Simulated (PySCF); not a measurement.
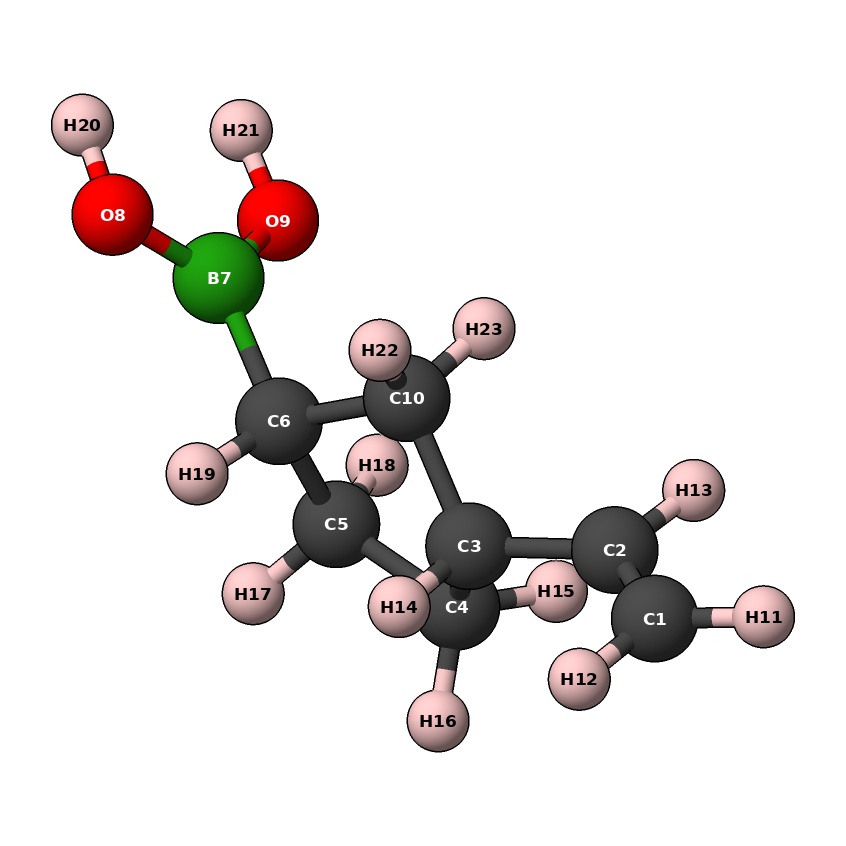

Every bond is drawn as one stick. The geometry was computed by an optimisation with PBE0-D3(BJ)/def2-SVP. No frequency run is at hand to confirm it as a minimum. Computed with PBE0/pcSseg-1 (PySCF 2.14.0).

Question. Which bond between heavy atoms has the highest Mayer bond order?

Answer. C1–C2, 1.98, at a length of 1.334 Å.

Question. Which bond between heavy atoms has the lowest Mayer bond order?

Answer. C6–B7, 0.87, at 1.573 Å.

List the Mayer bond orders of C1–C2, C2–C3, C3–C4, C3–C10, C4–C5, C5–C6, C6–B7, C6–C10, B7–O8, B7–O9 (bonds between heavy atoms, one of each equivalent set).

```csv
bond,Mayer order,length (Å)
C1–C2,1.98,1.334
C2–C3,1.00,1.493
C3–C4,1.00,1.544
C3–C10,0.98,1.534
C4–C5,1.03,1.545
C5–C6,1.03,1.539
C6–B7,0.87,1.573
C6–C10,1.02,1.537
B7–O8,1.26,1.367
B7–O9,1.23,1.367
```
